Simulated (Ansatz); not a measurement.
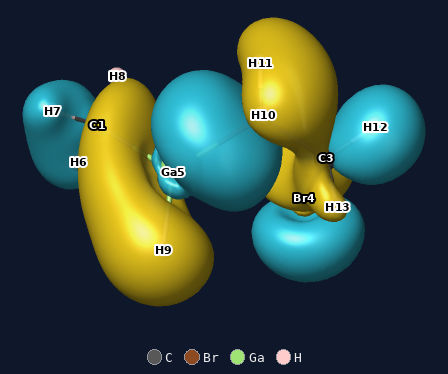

The picture shows: C₃H₈BrGa (SMILES [CH3][GaH][CH2]CBr). The HOMO at ±0.06 Å⁻³ᐟ² (yellow and cyan are the two phases), seen at a tilt.

Geometry: B3LYP/6-31G*.

Level of theory: Ansatz, isolated molecule in a Gaussian basis; Kohn-Sham density functional theory, functional PBE0.

```xyz
13

C     1.0357    1.8488   -1.4145
C    -0.5985   -0.9044    0.0134
C    -0.0004   -2.2893   -0.0818
Br    1.8944   -2.1501   -0.8179
Ga    0.0498    0.1377   -1.5955
H     1.8430    1.9016   -2.1525
H     0.3535    2.6860   -1.6098
H     1.4589    1.9752   -0.4138
H    -0.4159   -0.4098   -3.0122
H    -1.6934   -0.9862    0.0230
H    -0.2828   -0.4063    0.9355
H     0.1363   -2.8251    0.8588
H    -0.5010   -2.9279   -0.8092
```

**Where does this orbital lie, and at what energy?**

Its weight (Hirshfeld) is mainly on C2 (about 35 %), Ga5 (about 20 %), Br4 (about 10 %), C1 (about 10 %) and H9 (about 5 %). Its energy is −7.49 eV.
